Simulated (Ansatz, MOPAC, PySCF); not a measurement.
Breaking a bond: SMILES ClCCl. The C1–Cl5 bond (C1 also carries Cl, H, H; Cl5 carries nothing else) is varied alone, starting from the PBE0/def2-TZVP optimised geometry.

```
5

C      0.0000     0.0000     0.0000
Cl    -1.4112    -0.8018    -0.6873
H      0.0000     1.0318    -0.3377
H      0.8864    -0.5281    -0.3377
Cl     0.0000     0.0000     1.7626
```

CASSCF(2,2)/cc-pVDZ (PySCF); UKS-PBE = unrestricted PBE/cc-pVDZ in Ansatz (a quantum-chemistry and plane-wave program); PM6, restricted, heats of formation (MOPAC).

Energies are in eV, each relative to the lowest point of its own curve near equilibrium.

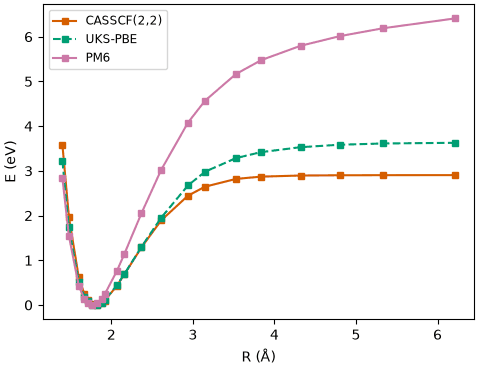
Figure. Energy against bond length for each method.

| R / Å | CASSCF(2,2) | UKS-PBE | PM6 |
|---|---|---|---|
| 1.40 | 3.587 | 3.226 | 2.841 |
| 1.48 | 1.966 | 1.736 | 1.543 |
| 1.60 | 0.624 | 0.525 | 0.435 |
| 1.67 | 0.241 | 0.188 | 0.130 |
| 1.71 | 0.113 | 0.080 | 0.041 |
| 1.76 | 0.024 | 0.010 | 0.000 |
| 1.82 | 0.000 | 0.000 | 0.035 |
| 1.88 | 0.043 | 0.051 | 0.141 |
| 1.92 | 0.099 | 0.110 | 0.243 |
| 2.07 | 0.434 | 0.445 | 0.768 |
| 2.16 | 0.685 | 0.693 | 1.144 |
| 2.37 | 1.290 | 1.301 | 2.053 |
| 2.61 | 1.890 | 1.949 | 3.018 |
| 2.94 | 2.445 | 2.675 | 4.079 |
| 3.15 | 2.647 | 2.981 | 4.572 |
| 3.53 | 2.821 | 3.287 | 5.168 |
| 3.84 | 2.871 | 3.420 | 5.478 |
| 4.32 | 2.896 | 3.530 | 5.797 |
| 4.80 | 2.901 | 3.584 | 6.012 |
| 5.33 | 2.904 | 3.612 | 6.189 |
| 6.21 | 2.905 | 3.628 | 6.408 |

At the longest distance, 6.21 Å, PM6 lies highest above its minimum (6.408 eV) and CASSCF(2,2) lowest (2.905 eV).

The unrestricted determinant behind UKS-PBE is spin-contaminated at 2.94 to 6.21 Å (<S²> up to 0.9, against 0.00 for a pure singlet). The restricted form behind PM6 keeps the bonding electrons paired and can't separate into open-shell fragments.
